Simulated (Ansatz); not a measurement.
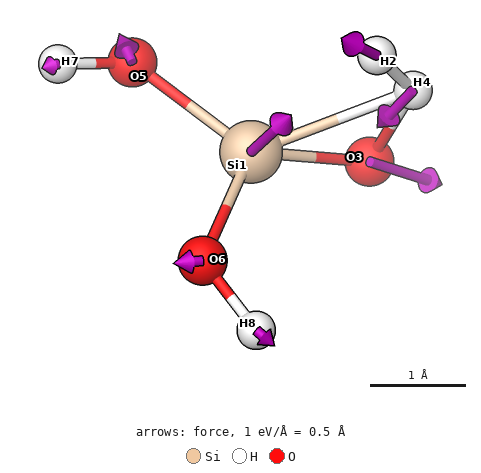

Starting geometry of SiH4O3 with the computed forces as purple arrows. The picture is a ball-and-stick view, seen at a tilt.

The reaction that was planned forms H2–H4 and breaks Si1–H2, O3–H4 (atoms numbered from 1 in input order).

Computed with Ansatz 0.2.0, RKS PBE0-D4/def2-SVP.

Input file:
```yaml
crystal:
  periodic: [false, false, false]
  atoms:
    - {symbol: Si, position_ang: [-0.256500, -0.040900, -0.102400]}
    - {symbol: H, position_ang: [1.419800, -0.832400, -0.391100]}
    - {symbol: O, position_ang: [-0.553300, -1.535100, -0.371300]}
    - {symbol: H, position_ang: [0.728900, -1.529100, -0.476300]}
    - {symbol: O, position_ang: [-0.484000, 1.109400, -1.188000]}
    - {symbol: O, position_ang: [-0.249300, 0.662600, 1.351000]}
    - {symbol: H, position_ang: [-0.363200, 2.029100, -0.966400]}
    - {symbol: H, position_ang: [-0.242500, 0.136300, 2.144600]}
basis:
  gaussian: {orbitals: def2-SVP}
hamiltonian: {xc: pbe0, dispersion: d4}
relax: {f_tol: 0.08, max_steps: 120, escape_saddle: false, constraints: [{distance: [1, 3]}, {distance: [0, 1]}, {distance: [2, 3]}]}
```

Run as
```bash
ansatz run in.yaml --threads 2 --pin off --events-out ev --progress --plain --max-ram 4352MiB
```

Is this structure relaxed? If not, where do the atoms go?

Answer. It isn't relaxed: the largest force vector, on O3, is 2.37 eV/Å. The final displacements follow the starting forces only in part (cosine between the two patterns 0.55). Over 5 geometry steps the energy falls by 16.9 kJ/mol. The largest force component goes from 2.1 to 0.0097 eV/Å. H4 moves most after the best rigid fit: 0.11 Å. Largest moves by element: H 0.11 Å, O 0.06 Å, Si 0.03 Å. Among the contacts that change: Si1–H4 1.824 → 1.695 Å, Si1–O3 1.547 → 1.583 Å, Si1–O5 1.598 → 1.624 Å, Si1–O6 1.615 → 1.633 Å. Among the angles between lasting bonds that change: Si1–O6–H8 120.6° → 116.3°, Si1–O5–H7 121.2° → 117.3°, O3–Si1–H4 43.9° → 46.1°.
